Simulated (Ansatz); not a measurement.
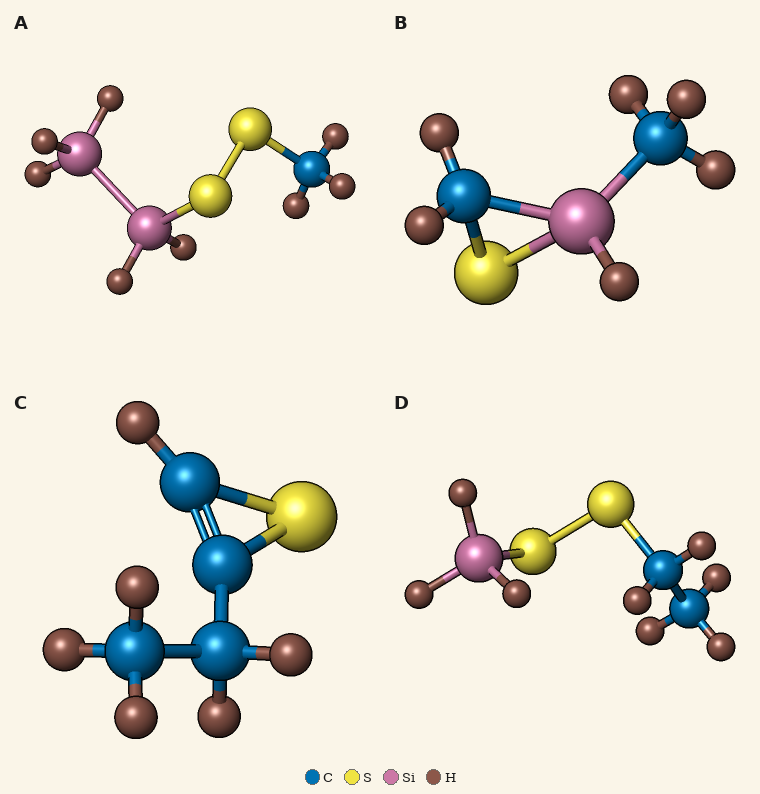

Source: calculation with Ansatz.

Which panel belongs to which SMILES?
(1) CSS[SiH2][SiH3]
(2) C[Si@H]1CS1
(3) CCC1=CS1
(4) CCSS[SiH3]

Answer. A is (1), B is (2), C is (3), D is (4).
